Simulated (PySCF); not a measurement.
# C3H8BP: a tour of settings

Which settings matter for C3H8BP (`[BH3-][P+]1(C)C=C1`)?

Computed with PySCF 2.14.0, with density-fitted response routines of our own, on a single molecule, in the gas phase or a continuum. Atoms are numbered from 0 throughout.

### Step 1. The starting structure

13 atoms, charge 0, multiplicity 1; geometry from: GFN2-xTB.

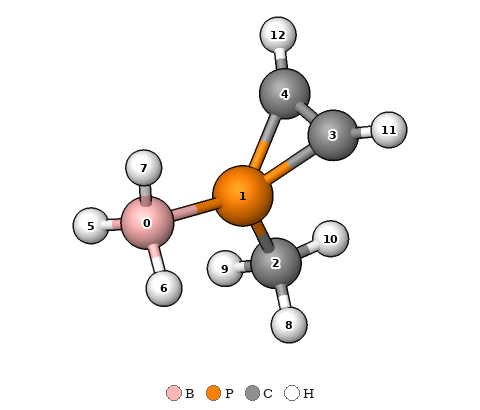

The starting geometry (boron pink, phosphorus orange, carbon grey, hydrogen white), atoms numbered.

### Step 2. Spin-spin couplings: revPBE/3-21G

The job: settings as JSON, then the geometry in Å.

```
{"job": {"kind": "j", "xc": "revPBE", "basis": "3-21G", "scf": {"aux": "def2-universal-jkfit"}}, "charge": 0, "multiplicity": 1}
B     -0.940535     1.780915    -0.243729
P      0.035385     0.109205    -0.013294
C     -0.834851    -1.516459     0.153839
C      1.678543    -0.120342     0.730621
C      1.719229    -0.277370    -0.579529
H     -1.562669     1.620349    -1.244411
H     -1.626511     1.854032     0.725023
H     -0.093911     2.609281    -0.314519
H     -1.507909    -1.468227     1.009159
H     -1.435200    -1.687356    -0.739361
H     -0.128965    -2.332784     0.285727
H      2.299682    -0.106423     1.600906
H      2.393325    -0.464334    -1.388161
```

Method: revPBE/3-21G indirect spin-spin coupling, non-relativistic, gas phase.

Command:

```
> OMP_NUM_THREADS=1 python probes_run.py task.json out
```

One launch serves the whole session: the jobs run in the order shown.

Output:

```text
final grid: 99736 points
cycle   1  E = -482.5047665034  dE =  1.399e-01  |g| = 4.799e-01  |ddm| = 3.689e+00
cycle   2  E = -482.4718100620  dE =  3.296e-02  |g| = 5.583e-01  |ddm| = 1.667e+00
cycle   3  E = -482.5811618696  dE = -1.094e-01  |g| = 6.000e-02  |ddm| = 9.937e-01
cycle   4  E = -482.5822357497  dE = -1.074e-03  |g| = 2.076e-02  |ddm| = 1.636e-01
cycle   5  E = -482.5823362187  dE = -1.005e-04  |g| = 1.063e-02  |ddm| = 5.917e-02
cycle   6  E = -482.5823730448  dE = -3.683e-05  |g| = 9.419e-04  |ddm| = 1.900e-02
cycle   7  E = -482.5823731430  dE = -9.818e-08  |g| = 8.068e-04  |ddm| = 2.146e-03
cycle   8  E = -482.5823733102  dE = -1.672e-07  |g| = 2.668e-04  |ddm| = 1.195e-03
cycle   9  E = -482.5823733290  dE = -1.883e-08  |g| = 6.041e-05  |ddm| = 3.948e-04
cycle  10  E = -482.5823733303  dE = -1.295e-09  |g| = 5.756e-06  |ddm| = 1.495e-04
cycle  11  E = -482.5823733303  dE = -1.762e-11  |g| = 9.625e-07  |ddm| = 1.609e-05
converged SCF energy = -482.5823733303

Indirect spin-spin couplings (Hz)
  i      j    bonds     total        FC       PSO       DSO        SD
  0 B    1 P    1      3.688     7.218    -4.017     0.208     0.279
  0 B    2 C    2      0.234     0.389    -0.111    -0.067     0.022
  0 B    3 C    2     -1.098    -1.016    -0.034    -0.087     0.039
  0 B    4 C    2     -1.100    -1.017    -0.034    -0.087     0.038
  0 B    5 H    1     82.446    81.749    -0.283     0.762     0.219
  0 B    6 H    1     82.428    81.730    -0.283     0.762     0.219
  0 B    7 H    1     85.117    84.420    -0.294     0.761     0.231
  0 B    8 H    3     -0.153    -0.030     0.014    -0.118    -0.019
  0 B    9 H    3     -0.158    -0.030     0.015    -0.124    -0.019
  0 B   10 H    3      0.366     0.766     0.109    -0.538     0.029
  0 B   11 H    3     -0.709    -0.440     0.081    -0.359     0.010
  0 B   12 H    3     -0.710    -0.441     0.081    -0.359     0.010
  1 P    2 C    1     -4.899    -5.932    -2.517     0.192     3.358
  1 P    3 C    1    -11.489   -10.752     0.813     0.185    -1.735
  1 P    4 C    1    -11.500   -10.762     0.809     0.185    -1.732
  1 P    5 H    2     -4.346    -4.488    -0.373     0.072     0.442
  1 P    6 H    2     -4.346    -4.487    -0.373     0.072     0.442
  1 P    7 H    2    -17.364   -17.635    -0.136     0.064     0.343
  1 P    8 H    2     -1.018    -0.927    -0.082    -0.133     0.124
  1 P    9 H    2     -1.251    -1.165    -0.078    -0.133     0.124
  1 P   10 H    2     -8.591    -8.184    -0.246    -0.195     0.034
  1 P   11 H    2     10.588     8.604     0.486    -0.738     2.236
  1 P   12 H    2     10.587     8.604     0.486    -0.738     2.235
  2 C    3 C    2      0.881     0.975    -0.070    -0.024         -
  2 C    4 C    2      0.901     0.996    -0.071    -0.024         -
  2 C    5 H    3     -0.623    -0.564     0.009    -0.068         -
  2 C    6 H    3     -0.613    -0.555     0.009    -0.067         -
  2 C    7 H    3      8.061     8.342     0.087    -0.368         -
  2 C    8 H    1     97.797    95.910     1.135     0.752         -
  2 C    9 H    1     97.856    95.969     1.136     0.752         -
  2 C   10 H    1    104.346   102.501     1.076     0.769         -
  2 C   11 H    3     -1.224    -1.027     0.066    -0.263         -
  2 C   12 H    3     -1.231    -1.034     0.066    -0.263         -
  3 C    4 C    1     30.730    36.437    -5.898     0.191         -
  3 C    5 H    3     14.644    15.034    -0.004    -0.386         -
  3 C    6 H    3      1.609     1.784     0.021    -0.196         -
  3 C    7 H    3      0.676     0.678     0.029    -0.030         -
  3 C    8 H    3      0.951     1.080     0.064    -0.193         -
  3 C    9 H    3      6.871     7.276     0.029    -0.434         -
  3 C   10 H    3      0.921     0.760     0.024     0.137         -
  3 C   11 H    1    146.857   146.570    -0.576     0.863         -
  3 C   12 H    2     -6.960    -5.564    -0.671    -0.725         -
  4 C    5 H    3      1.631     1.806     0.021    -0.196         -
  4 C    6 H    3     14.637    15.027    -0.004    -0.386         -
  4 C    7 H    3      0.663     0.665     0.029    -0.031         -
  4 C    8 H    3      6.880     7.289     0.028    -0.437         -
  4 C    9 H    3      1.064     1.187     0.063    -0.185         -
  4 C   10 H    3      0.833     0.674     0.026     0.132         -
  4 C   11 H    2     -6.953    -5.557    -0.670    -0.726         -
  4 C   12 H    1    146.830   146.541    -0.574     0.863         -
  5 H    6 H    2    -12.771   -12.046     0.553    -1.279         -
  5 H    7 H    2    -11.665   -10.825     0.520    -1.359         -
  5 H    8 H    4     -0.346    -0.045     0.123    -0.424         -
  5 H    9 H    4      0.183    -0.101    -0.226     0.510         -
  5 H   10 H    4     -1.006    -0.144     0.371    -1.233         -
  5 H   11 H    4      0.578     1.566     0.389    -1.377         -
  5 H   12 H    4      1.758     2.270     0.193    -0.705         -
  6 H    7 H    2    -11.662   -10.822     0.519    -1.359         -
  6 H    8 H    4      0.202    -0.095    -0.231     0.528         -
  6 H    9 H    4     -0.363    -0.048     0.130    -0.445         -
  6 H   10 H    4     -0.995    -0.139     0.368    -1.224         -
  6 H   11 H    4      1.747     2.259     0.194    -0.706         -
  6 H   12 H    4      0.575     1.563     0.389    -1.378         -
  7 H    8 H    4     -1.225    -0.449     0.323    -1.099         -
  7 H    9 H    4     -1.241    -0.461     0.324    -1.103         -
  7 H   10 H    4      0.608     1.620     0.447    -1.459         -
  7 H   11 H    4     -0.419    -0.016     0.163    -0.566         -
  7 H   12 H    4     -0.421    -0.017     0.164    -0.568         -
  8 H    9 H    2    -14.456   -13.338     1.162    -2.279         -
  8 H   10 H    2    -13.273   -11.963     1.081    -2.392         -
  8 H   11 H    4      0.628     1.178     0.240    -0.790         -
  8 H   12 H    4     -0.258     0.903     0.512    -1.674         -
  9 H   10 H    2    -13.272   -11.964     1.084    -2.391         -
  9 H   11 H    4     -0.218     0.941     0.511    -1.670         -
  9 H   12 H    4      0.666     1.203     0.234    -0.771         -
 10 H   11 H    4     -0.269     0.007     0.124    -0.400         -
 10 H   12 H    4     -0.269     0.019     0.130    -0.417         -
 11 H   12 H    3      0.681     2.255     0.523    -2.096         -
```

It took 6 s on 1 thread of Intel Xeon Platinum 8488C, shared host.

This basis has no tight s functions, so the Fermi-contact terms are rough.

A choice of the couplings up to four bonds, sorted by the number of bonds, with means over like pairs; isotopes 11B, 13C, 1H, 31P:

| pair | bonds | J (Hz) | Fermi contact (Hz) | dihedral (°) |
| --- | --- | --- | --- | --- |
| C3–H11 | 1 | 146.8 | 146.6 | – |
| C2–H8 | 1 | 100.0 | 98.1 | – |
| B0–H5 | 1 | 83.3 | 82.6 | – |
| C3–C4 | 1 | 30.7 | 36.4 | – |
| P1–C3 | 1 | -11.5 | -10.8 | – |
| P1–C2 | 1 | -4.9 | -5.9 | – |
| B0–P1 | 1 | 3.7 | 7.2 | – |
| H8–H9 | 2 | -13.7 | -12.4 | – |
| H5–H6 | 2 | -12.0 | -11.2 | – |
| P1–H11 | 2 | 10.6 | 8.6 | – |
| P1–H5 | 2 | -8.7 | -8.9 | – |
| C3–H12 | 2 | -7.0 | -5.6 | – |
| P1–H8 | 2 | -3.6 | -3.4 | – |
| B0–C3 | 2 | -1.1 | -1.0 | – |
| C3–H5 | 3 | 5.6 | 5.8 | – |
| C3–H8 | 3 | 2.9 | 3.0 | – |
| C2–H5 | 3 | 2.3 | 2.4 | – |
| C2–H11 | 3 | -1.2 | -1.0 | -87 |

The spin-dipole term was solved for some atoms only; pairs without it lack that part.

Quadrupole couplings from the field gradients of the same density:

| atom | isotope | eQq/h (MHz) | η |
| --- | --- | --- | --- |
| B0 | 11B | 1.955 | 0.07 |

### Step 3. Spin-spin couplings: PBE0/6-31G

Settings changed since step 2:

```diff
@@ -1,2 +1,2 @@
-{"job": {"kind": "j", "xc": "revPBE", "basis": "3-21G", "scf": {"aux": "def2-universal-jkfit"}}, "charge": 0, "multiplicity": 1}
+{"job": {"kind": "j", "xc": "PBE0", "basis": "6-31G"}, "charge": 0, "multiplicity": 1}
 B     -0.940535     1.780915    -0.243729
```

Method: PBE0/6-31G indirect spin-spin coupling, non-relativistic, gas phase.

Output:

```text
coarse grid: 10928 points
cycle   1  E = -484.8156911614  dE =  5.980e-01  |g| = 4.003e-01  |ddm| = 3.499e+00
cycle   2  E = -484.8316305112  dE = -1.594e-02  |g| = 3.391e-01  |ddm| = 1.246e+00
cycle   3  E = -484.8721241633  dE = -4.049e-02  |g| = 2.964e-02  |ddm| = 5.542e-01
cycle   4  E = -484.8723193724  dE = -1.952e-04  |g| = 1.585e-02  |ddm| = 7.300e-02
cycle   5  E = -484.8723923101  dE = -7.294e-05  |g| = 3.349e-03  |ddm| = 2.811e-02
cycle   6  E = -484.8723960842  dE = -3.774e-06  |g| = 8.133e-04  |ddm| = 7.191e-03
final grid: 99736 points
cycle   7  E = -484.8244066820  dE = -1.151e-05  |g| = 7.639e-03  |ddm| = 2.150e-02
cycle   8  E = -484.8244034465  dE =  3.235e-06  |g| = 8.355e-03  |ddm| = 2.030e-02
cycle   9  E = -484.8244239496  dE = -2.050e-05  |g| = 8.765e-04  |ddm| = 1.213e-02
cycle  10  E = -484.8244242075  dE = -2.579e-07  |g| = 1.608e-04  |ddm| = 1.553e-03
cycle  11  E = -484.8244242134  dE = -5.865e-09  |g| = 6.705e-05  |ddm| = 2.254e-04
cycle  12  E = -484.8244242145  dE = -1.121e-09  |g| = 2.399e-05  |ddm| = 1.008e-04
cycle  13  E = -484.8244242147  dE = -1.572e-10  |g| = 3.232e-06  |ddm| = 3.318e-05
converged SCF energy = -484.8244242147

Indirect spin-spin couplings (Hz)
  i      j    bonds     total        FC       PSO       DSO        SD
  0 B    1 P    1     29.722    33.963    -4.824     0.210     0.373
  0 B    2 C    2      0.512     0.686    -0.127    -0.067     0.021
  0 B    3 C    2     -1.744    -1.656    -0.046    -0.087     0.046
  0 B    4 C    2     -1.745    -1.656    -0.047    -0.087     0.046
  0 B    5 H    1    131.072   130.408    -0.322     0.776     0.211
  0 B    6 H    1    131.040   130.376    -0.321     0.776     0.210
  0 B    7 H    1    135.329   134.666    -0.330     0.776     0.217
  0 B    8 H    3     -0.208    -0.086     0.019    -0.119    -0.021
  0 B    9 H    3     -0.214    -0.087     0.020    -0.125    -0.021
  0 B   10 H    3      0.732     1.137     0.103    -0.540     0.031
  0 B   11 H    3     -1.020    -0.746     0.078    -0.361     0.009
  0 B   12 H    3     -1.022    -0.747     0.078    -0.361     0.009
  1 P    2 C    1      8.619     6.835    -2.892     0.191     4.485
  1 P    3 C    1      0.002     1.294     0.853     0.185    -2.331
  1 P    4 C    1      0.003     1.298     0.847     0.185    -2.327
  1 P    5 H    2     -9.982   -10.297    -0.283     0.076     0.522
  1 P    6 H    2     -9.958   -10.273    -0.283     0.076     0.522
  1 P    7 H    2    -26.349   -26.713    -0.113     0.067     0.410
  1 P    8 H    2     -4.471    -4.371    -0.153    -0.138     0.191
  1 P    9 H    2     -4.826    -4.727    -0.153    -0.138     0.192
  1 P   10 H    2    -14.895   -14.448    -0.343    -0.203     0.099
  1 P   11 H    2     16.956    14.596     0.347    -0.746     2.758
  1 P   12 H    2     16.962    14.604     0.348    -0.746     2.756
  2 C    3 C    2      1.291     1.416    -0.102    -0.024         -
  2 C    4 C    2      1.311     1.438    -0.104    -0.024         -
  2 C    5 H    3     -0.928    -0.874     0.014    -0.068         -
  2 C    6 H    3     -0.917    -0.864     0.014    -0.067         -
  2 C    7 H    3     10.688    10.970     0.086    -0.368         -
  2 C    8 H    1    142.486   140.605     1.133     0.748         -
  2 C    9 H    1    142.584   140.703     1.133     0.748         -
  2 C   10 H    1    151.744   149.891     1.082     0.771         -
  2 C   11 H    3     -1.743    -1.546     0.068    -0.265         -
  2 C   12 H    3     -1.753    -1.556     0.068    -0.265         -
  3 C    4 C    1     50.134    57.627    -7.687     0.193         -
  3 C    5 H    3     19.254    19.659    -0.020    -0.385         -
  3 C    6 H    3      1.917     2.097     0.015    -0.195         -
  3 C    7 H    3      0.779     0.774     0.033    -0.029         -
  3 C    8 H    3      1.495     1.623     0.065    -0.193         -
  3 C    9 H    3      9.937    10.359     0.012    -0.434         -
  3 C   10 H    3      1.272     1.096     0.037     0.138         -
  3 C   11 H    1    215.621   215.742    -0.965     0.844         -
  3 C   12 H    2    -12.039   -10.559    -0.748    -0.732         -
  4 C    5 H    3      1.944     2.124     0.015    -0.195         -
  4 C    6 H    3     19.242    19.647    -0.020    -0.385         -
  4 C    7 H    3      0.761     0.757     0.034    -0.030         -
  4 C    8 H    3      9.940    10.366     0.010    -0.437         -
  4 C    9 H    3      1.649     1.770     0.064    -0.185         -
  4 C   10 H    3      1.139     0.966     0.040     0.134         -
  4 C   11 H    2    -12.023   -10.545    -0.746    -0.732         -
  4 C   12 H    1    215.570   215.689    -0.963     0.844         -
  5 H    6 H    2    -18.856   -18.166     0.571    -1.261         -
  5 H    7 H    2    -17.474   -16.670     0.538    -1.342         -
  5 H    8 H    4     -0.438    -0.129     0.117    -0.426         -
  5 H   10 H    4     -1.139    -0.256     0.354    -1.237         -
  5 H   11 H    4      0.888     1.888     0.381    -1.381         -
  5 H   12 H    4      2.607     3.120     0.195    -0.709         -
  6 H    7 H    2    -17.473   -16.669     0.538    -1.341         -
  6 H    9 H    4     -0.459    -0.137     0.124    -0.446         -
  6 H   10 H    4     -1.122    -0.245     0.351    -1.228         -
  6 H   11 H    4      2.591     3.104     0.196    -0.710         -
  6 H   12 H    4      0.885     1.885     0.381    -1.381         -
  7 H    8 H    4     -1.465    -0.688     0.323    -1.100         -
  7 H    9 H    4     -1.486    -0.706     0.324    -1.104         -
  7 H   10 H    4      1.156     2.191     0.426    -1.461         -
  7 H   11 H    4     -0.387     0.025     0.158    -0.570         -
  7 H   12 H    4     -0.388     0.025     0.159    -0.572         -
  8 H    9 H    2    -21.573   -20.375     1.120    -2.318         -
  8 H   10 H    2    -19.657   -18.264     1.035    -2.428         -
  8 H   11 H    4      1.100     1.657     0.239    -0.797         -
  9 H   10 H    2    -19.657   -18.267     1.038    -2.428         -
  9 H   12 H    4      1.149     1.693     0.234    -0.778         -
 10 H   11 H    4     -0.253     0.027     0.125    -0.405         -
 10 H   12 H    4     -0.245     0.047     0.130    -0.423         -
 11 H   12 H    3      3.012     4.609     0.518    -2.115         -
```

It took 6.1 s on 1 thread of Intel Xeon Platinum 8488C, shared host.

This basis has no tight s functions, so the Fermi-contact terms are rough.

Key values: J(C3,H11) 215.6 Hz, J(C2,H8) 145.6 Hz, J(B0,H5) 132.5 Hz (means over like pairs).

### Step 4. Ultraviolet spectrum: B3LYP/6-31G* in chloroform

Settings changed since step 3:

```diff
@@ -1,2 +1,2 @@
-{"job": {"kind": "j", "xc": "PBE0", "basis": "6-31G"}, "charge": 0, "multiplicity": 1}
+{"job": {"kind": "uv", "xc": "B3LYP", "basis": "6-31G*", "solvent": "chloroform", "nstates": 3, "ntriplets": 2, "tda": false, "scf": {"guess": "atom"}}, "charge": 0, "multiplicity": 1}
 B     -0.940535     1.780915    -0.243729
```

With the program's defaults for keys left out, this is: TDDFT B3LYP/6-31G*, vertical, IEF-PCM chloroform (non-equilibrium linear response), core orbitals frozen in the response.

Output:

```text
final grid: 99736 points
cycle   1  E = -485.0036773358  dE =  1.219e+00  |g| = 9.392e-01  |ddm| = 3.568e+00
cycle   2  E = -484.9913340005  dE =  1.234e-02  |g| = 9.491e-01  |ddm| = 1.877e+00
cycle   3  E = -485.2489879549  dE = -2.577e-01  |g| = 1.159e-01  |ddm| = 1.092e+00
cycle   4  E = -485.2533620677  dE = -4.374e-03  |g| = 2.336e-02  |ddm| = 1.840e-01
cycle   5  E = -485.2535162559  dE = -1.542e-04  |g| = 8.733e-03  |ddm| = 3.160e-02
cycle   6  E = -485.2535369393  dE = -2.068e-05  |g| = 1.303e-03  |ddm| = 9.947e-03
cycle   7  E = -485.2535374144  dE = -4.750e-07  |g| = 2.502e-04  |ddm| = 1.844e-03
cycle   8  E = -485.2535374326  dE = -1.823e-08  |g| = 8.820e-05  |ddm| = 4.312e-04
cycle   9  E = -485.2535374350  dE = -2.341e-09  |g| = 2.571e-05  |ddm| = 1.355e-04
cycle  10  E = -485.2535374351  dE = -1.282e-10  |g| = 1.410e-05  |ddm| = 3.175e-05
converged SCF energy = -485.2535374351

Static polarisability (au): isotropic 79.366, principal 70.252 72.410 95.436

Singlet excitations
state   eV       nm        f      main configurations
  1   5.8529    211.8   0.01027   H-1->L 0.94
  2   6.1146    202.8   0.00984   H->L 0.87
  3   6.6013    187.8   0.00714   H->L+1 0.93

Triplet excitations (Tamm-Dancoff, eV): 4.4865 5.3796
```

Wall time 6.9 s (1 thread of Intel Xeon Platinum 8488C, shared host); peak memory 0.6 GiB.

Frontier orbitals and where they lie:

| orbital | eV | atoms |
| --- | --- | --- |
| HOMO−3 | -8.89 | B0 30 %, P1 24 %, H6 11 % |
| HOMO−2 | -8.26 | B0 47 %, H7 31 %, H6 6 % |
| HOMO−1 | -7.62 | B0 21 %, P1 19 %, C3 14 % |
| HOMO | -7.47 | C4 21 %, C3 21 %, B0 20 % |
| LUMO | -0.52 | C3 47 %, C4 47 % |
| LUMO+1 | 0.32 | P1 47 %, C3 18 %, C4 18 % |
| LUMO+2 | 1.84 | P1 44 %, C4 12 %, C3 11 % |

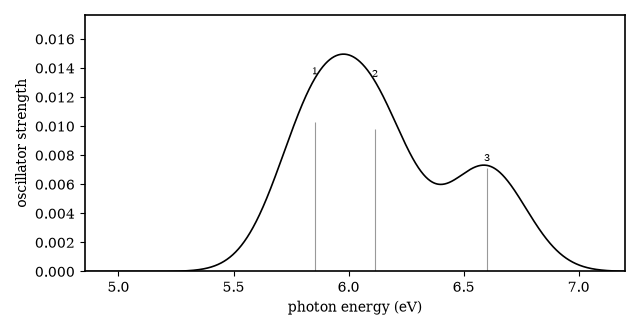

Absorption spectrum from the 3 singlet states computed; above the last one it falls off for lack of states. Lines are broadened to a width of 0.40 eV (Gaussian).

Ground-state properties from the same run:

| property | computed |
| --- | --- |
| dipole moment (D) | 6.10 |
| polarisability (Å³) | 11.76 |
| HOMO–LUMO gap (eV) | 6.95 |
| −ε(HOMO) (eV) | 7.47 |

(Part 1 of 2 ends here.)
